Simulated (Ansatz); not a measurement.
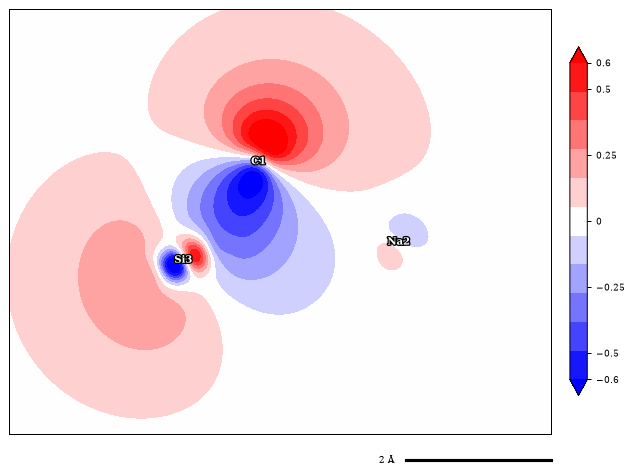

CNaSi (charge −1). The HOMO on the molecular plane (values in Å⁻³ᐟ²; the overall sign is arbitrary).

Geometry: B3LYP-D4/def2-TZVPD.

The calculation used isolated molecule in a Gaussian basis; Kohn-Sham density functional theory, functional PBE0 (Ansatz 0.2.0).

Q: Where does this orbital lie, and at what energy?

A: It lies mainly on C1 (about 50 %), Si3 (about 40 %) and Na2 (about 5 %); it is symmetric in the molecular plane (an in-plane orbital: σ, lone-pair or in-plane π type). Its energy is −0.06 eV.
